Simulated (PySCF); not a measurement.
SMILES [CH3][Ge]([CH3])([CH3])/[CH]=C/B(O)O (C₅H₁₃BGeO₂) at its GFN2-xTB optimised geometry (Å):

```
22

Ge    -2.0688    -0.7111     0.0000
C     -2.7173    -1.6753    -1.6168
C     -2.7586     1.1490     0.0000
C     -2.7149    -1.6770     1.6169
C     -0.0994    -0.7111     0.0000
C      0.6763     0.3710    -0.0508
B      2.2508     0.3699    -0.0564
O      3.0080    -0.7605     0.0346
O      2.8897     1.5557    -0.1572
H     -3.8028    -1.7074    -1.6301
H     -2.3484    -2.6967    -1.6358
H     -2.3805    -1.1767    -2.5207
H     -2.4083     1.6903     0.8738
H     -3.8448     1.1519     0.0126
H     -2.4292     1.6830    -0.8863
H     -3.8002    -1.7148     1.6282
H     -2.3828    -1.1767     2.5217
H     -2.3414    -2.6968     1.6370
H      0.3700    -1.6903     0.0422
H      0.1923     1.3390    -0.0951
H      2.5168    -1.5773     0.1055
H      3.8448     1.4812    -0.1557
```

Level of theory: B3LYP/def2-SVP (PySCF 2.14.0). Cells within 0.4 Å of a nucleus heavier than hydrogen are left out (blank, or x).

Map of the Laplacian of the electron density (e/bohr⁵), clipped to [-1.50, 1.50] on the plane z = 0.0 Å:

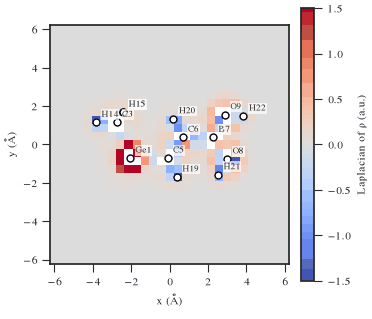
*Laplacian of the electron density (e/bohr⁵), clipped to [-1.50, 1.50] on the plane z = 0.0 Å.*
